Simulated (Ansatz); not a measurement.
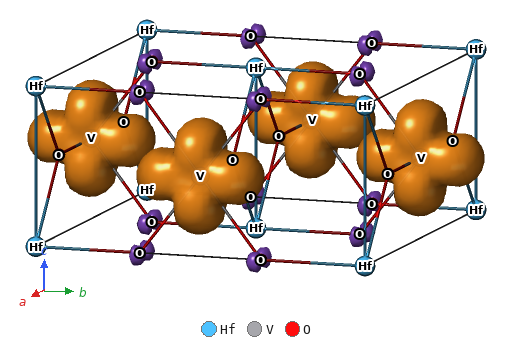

The picture shows: HfVO$_{4}$. Isosurfaces of the spin density at +0.05 (orange) and −0.05 e/Å³ (purple), seen slightly off an axis. Sticks mark near contacts.

Space group Cmmm; a structure generated by program, which may or may not match a known phase; spin-polarised.

Computed with Ansatz, DFT PBE, scalar-relativistic, plane waves, PAW.

Core electrons are frozen (PAW), and the valence fields are smoothed inside the atomic spheres.

```
Hf V O
1.0
     6.58477    0.00000    0.00000
     0.00000    6.66851    0.00000
     0.00000    0.00000    3.12501
Hf V O
2 2 8
Direct
  0.00000 0.00000 0.00000
  0.50000 0.50000 0.00000
  0.00000 0.50000 0.50000
  0.50000 0.00000 0.50000
  0.00000 0.31569 0.00000
  0.50000 0.81569 0.00000
  0.00000 0.68431 0.00000
  0.50000 0.18431 0.00000
  0.20812 0.00000 0.50000
  0.70812 0.50000 0.50000
  0.29188 0.50000 0.50000
  0.79188 0.00000 0.50000
```

Describe the spin distribution.

Answer. The spin density sits on V: +0.8 μB (×2) in one cell of 12 atoms: parallel main moments, as they must be, since the calculation's own cell holds one magnetic site. The cell of the calculation (6 atoms) carries 1.0 μB of net spin moment.
